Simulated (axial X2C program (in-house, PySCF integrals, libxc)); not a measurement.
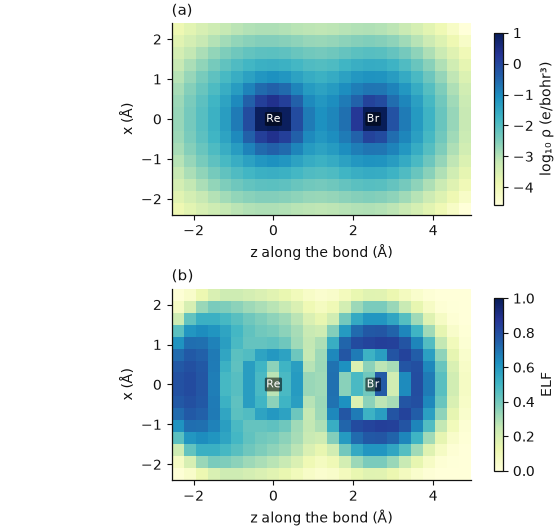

(a) electron density on a logarithmic scale; (b) electron localisation function, in a plane that holds the axis, at 2.50 Å, on points 0.3 Å apart (one half computed, the other mirrored); the structure near the nuclei is finer than these points.

Relativistic diatomic calculation, with input and output: ReBr

System: ReBr, single determinant with Ω = 3.
Method: PBE0, two-component X2C with atomic mean-field Coulomb and Gaunt terms, Re dyall-cv3z, Br dyall-cv3z (cores contracted) (axial X2C program (in-house, PySCF integrals, libxc)).

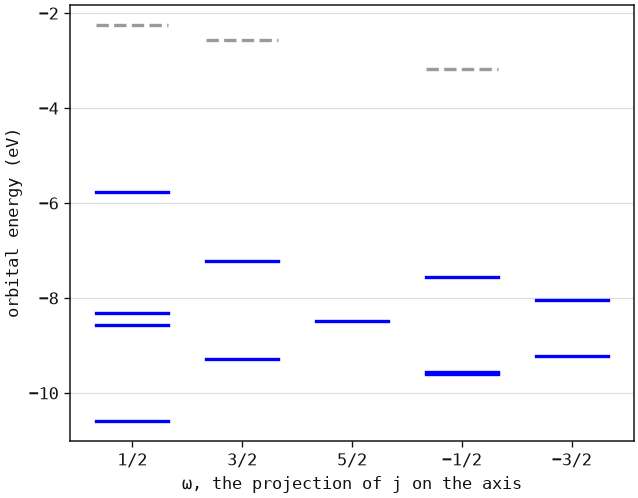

Orbital energies near the frontier at 2.50 Å, filled (solid) and empty (dashed). The highest filled spinor (1/2; 29 % Re p, 27 % Re s) lies at −5.77 eV, the lowest empty one (−1/2; 64 % Re s, 30 % Re d) at −3.17 eV.

These pictures come from the run below.

Input file:
```
{"zs": [75, 35], "q": 0, "bas": ["dyall-cv3z", "dyall-cv3z"], "levels": ["PBE0", "HF", "B97-3"], "cc": true, "r0": 2.45, "thr": -2.0, "nmax": 90, "npts": 10, "nst": 2, "ntry": 6}
```

The line is the task of a batch: nuclear charges, charge, bases, the levels to run, a first guess of the distance and further settings. This report covers PBE0 with spin-orbit coupling. The log is that of the reference distance 2.498 Å.

Launched within a batch (the task file carries these settings):
```bash
python <driver script> task.json out
```

The program's output:
```
two-component X2C + atomic mean field  PBE0
basis functions 287  fitting functions 1468  grid points 5802
iter        total energy     max residual
   1     -19295.689647858     5.77e+01
   2     -19297.175755253     3.48e+01
   3     -19297.974599172     4.80e+00
   4     -19298.028532693     1.49e+00
   5     -19298.058065201     6.73e-01
   6     -19298.059599460     2.33e-01
   7     -19298.061453745     8.82e-02
   8     -19298.061562295     1.30e-01
   9     -19298.061669970     1.58e-02
  10     -19298.061674551     1.16e-02
  11     -19298.061677806     9.26e-03
  12     -19298.061678249     2.75e-03
  13     -19298.061678382     1.16e-03
  14     -19298.061678406     4.33e-04
  15     -19298.061678411     1.42e-04
  16     -19298.061678413     1.34e-04
  17     -19298.061678414     7.33e-05
  18     -19298.061678414     2.01e-05
  19     -19298.061678414     2.75e-05
  20     -19298.061678414     9.43e-06
converged
one-electron -27614.33606028  Coulomb 8205.10499278  exact exchange -105.62265959  xc functional -323.60514790  nuclear repulsion 556.08093621  atomic mean-field constant -15.68373965
```

What the run reported:

| quantity | value |
| --- | --- |
| outcome | not converged in a step after the SCF shown |
| hardware | 1 thread of AMD EPYC (Zen 3), 24 GiB of memory available, shared host |
| wall time | 15 s |
| peak memory | 1 GiB |

Diagnosis:

The SCF whose log is shown converged, but a later step did not. The run therefore gave no full result.
